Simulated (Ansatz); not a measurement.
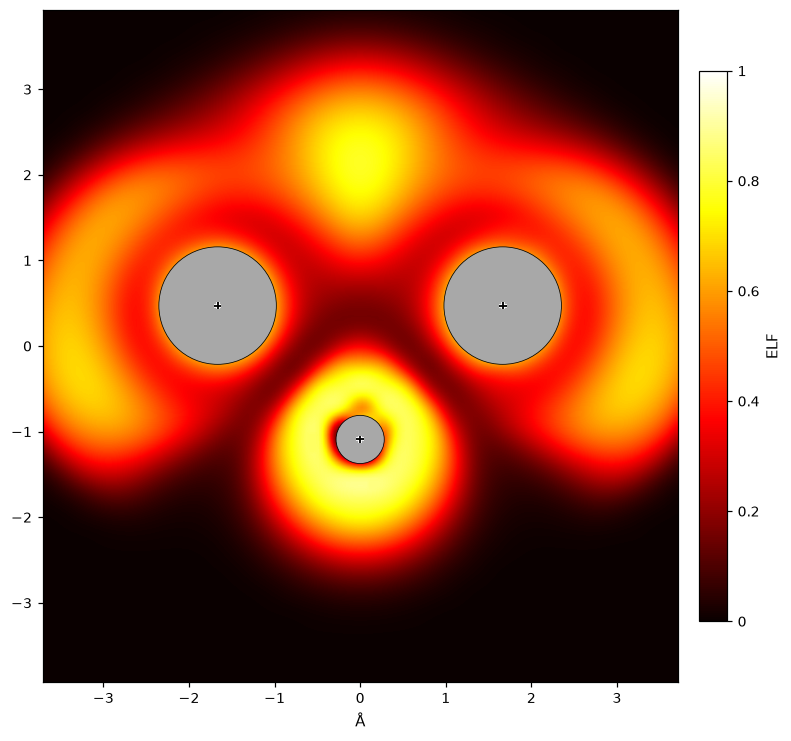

The electron localisation function on a plane through atoms (crosses mark nuclei in the plane; grey discs cover the cores).

Theory: RKS PBE0-D4/def2-TZVP in Ansatz.

Candidates:
A. H4NO3V
B. O3Pb4

**Which system is this?**

Candidate B: O3Pb4 on the plane of atoms Pb1, O7 and Pb4, which holds Pb and O. Pb–O (2.28 Å): the ELF peaks at about 0.85 in the valence shell of O, 0.6 Å from its nucleus, and drops to about 0.15 between the two atoms.
